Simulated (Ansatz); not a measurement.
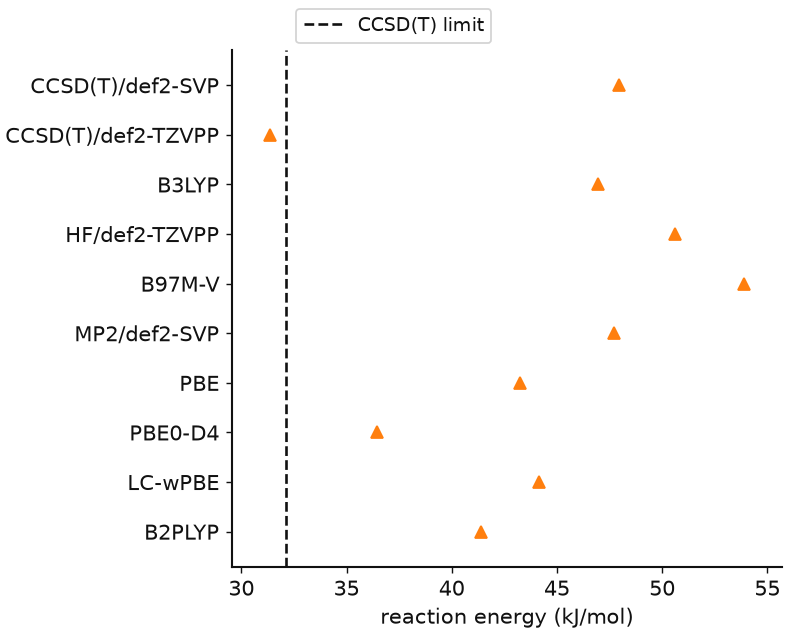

Electronic reaction energy of InHOBrF ([OH][In]([F])[Br]) + NH₃ (N) → InNH₃OBr ([NH2][In]([OH])[Br]) + HF (F) (SMILES in brackets) at several levels (functionals in def2-TZVPP unless a basis is named), isolated molecules at PBE0-D4 triple-zeta geometries, minima by their frequencies, no zero-point or thermal terms, the Ansatz code 0.2.0. The line is frozen-core CCSD(T) at the basis limit (MP2 extrapolated from triple and quadruple zeta, plus CCSD(T) less MP2 in a smaller set). B2PLYP holds a correlation term that converges slowly with the basis, so part of the distance to the limit is basis error. No dispersion term is added to B3LYP, PBE, LC-wPBE and B2PLYP. The distance of CCSD(T)/def2-SVP, CCSD(T)/def2-TZVPP and MP2/def2-SVP to the limit includes basis error. Core potentials past Kr.

Question: Which level comes closest to the line (CCSD(T) limit), and which misses most?

Answer: Closest CCSD(T)/def2-TZVPP (31.3 kJ/mol), against 32.1 kJ/mol; farthest B97M-V (53.9 kJ/mol).

Question: Give the values.

Answer:
```
             level  kJ/mol  less CCSD(T) limit
  CCSD(T)/def2-SVP    47.9                15.8
CCSD(T)/def2-TZVPP    31.3                −0.8
             B3LYP    47.0                14.8
     HF/def2-TZVPP    50.6                18.5
            B97M-V    53.9                21.8
      MP2/def2-SVP    47.7                15.6
               PBE    43.2                11.1
           PBE0-D4    36.5                 4.3
           LC-wPBE    44.1                12.0
            B2PLYP    41.4                 9.3
     CCSD(T) limit    32.1                 0.0
```

Note: no scalar relativity up to krypton; outer-core shells are correlated without core-valence functions, which makes the correlated values less sure; spin-orbit coupling is left out, and with In it can shift these values.
